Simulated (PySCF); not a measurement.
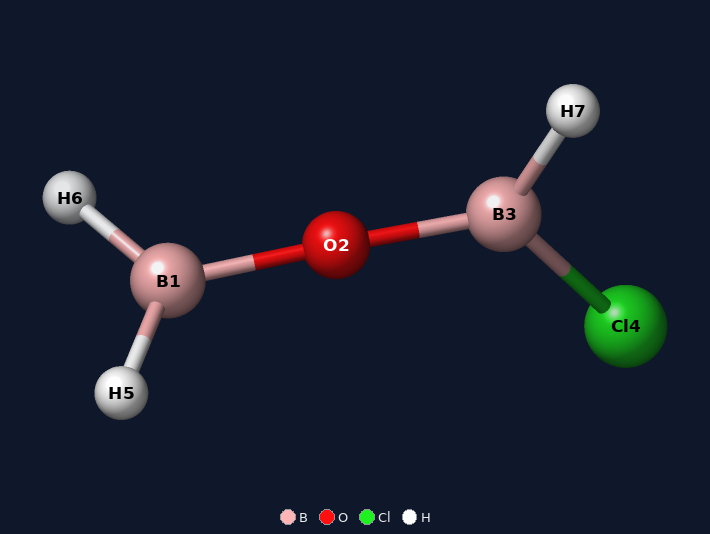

The computed structure is the end point of a PBE0-D3(BJ)/def2-SVP optimisation. No frequency run is at hand to confirm it as a minimum. Method: B3LYP/6-31G* indirect spin-spin coupling, non-relativistic, gas phase (PySCF 2.14.0). Isotopes: 11B, 1H, 17O.

Give the spin–spin coupling constants of these pairs, with the number of bonds between them: B1/H6, B1/O2, B1/H5, O2/B3, B3/H7, B1/B3, O2/H7, O2/H6, O2/H5, H5/H6, B1/H7, B3/H6, B3/H5.

| pair | bonds apart | J (Hz) |
| --- | --- | --- |
| B1, H6 | 1 | 168.4 |
| B1, O2 | 1 | −31.5 |
| B1, H5 | 1 | 168.2 |
| O2, B3 | 1 | −38.8 |
| B3, H7 | 1 | 211.3 |
| B1, B3 | 2 | 2.8 |
| O2, H7 | 2 | −10.0 |
| O2, H6 | 2 | −4.1 |
| O2, H5 | 2 | −4.1 |
| H5, H6 | 2 | 15.7 |
| B1, H7 | 3 | 2.0 |
| B3, H6 | 3 | 2.2 |
| B3, H5 | 3 | 2.2 |
